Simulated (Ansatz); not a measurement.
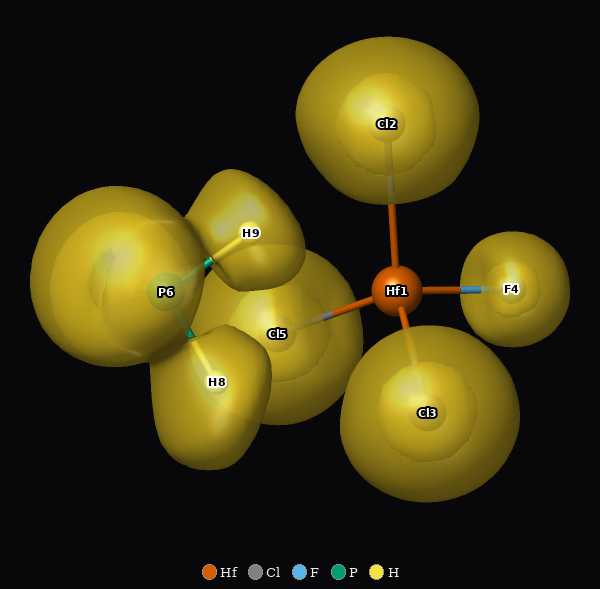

Figure. Cl3FHf···PH3. Isosurface of the ELF at 0.75 (yellow), seen at a tilt. Core shells and regions of very low density are left out.

Core potentials replace the inner electrons of Hf; not at a stationary point (largest force 1.5 eV/Å).

These are results of Ansatz 0.2.0, RKS PBE0-D4/def2-SVP, not measurements.

```xyz
9

Hf   -0.0007    0.0607    0.0547
Cl   -0.2173    0.2965    2.5029
Cl    2.1466    0.3797   -0.8035
F    -0.9502    1.5378   -0.6145
Cl   -1.1110   -1.7625   -0.8883
P     1.8834   -2.9070    1.4224
H     0.6544   -3.4340    0.9278
H     2.2982   -2.4016    0.1549
H     1.2991   -1.6794    1.8538
```

### Identify the bonds, lone pairs and shells in this picture.

The surface consists of three regions wrapped around Cl (the valence shell of each), one region wrapped around F (its valence shell) and one joined region spread over several atoms (H, P), in which their bonds and any lone pairs are merged. Profiles from the grid: Hf1···H9 (2.82 Å): the ELF dips to about 0 between them. Hf–F (1.88 Å): the ELF peaks at about 0.85 in the valence shell of F, 0.5 Å from its nucleus, and drops to about 0.20 between the two atoms.
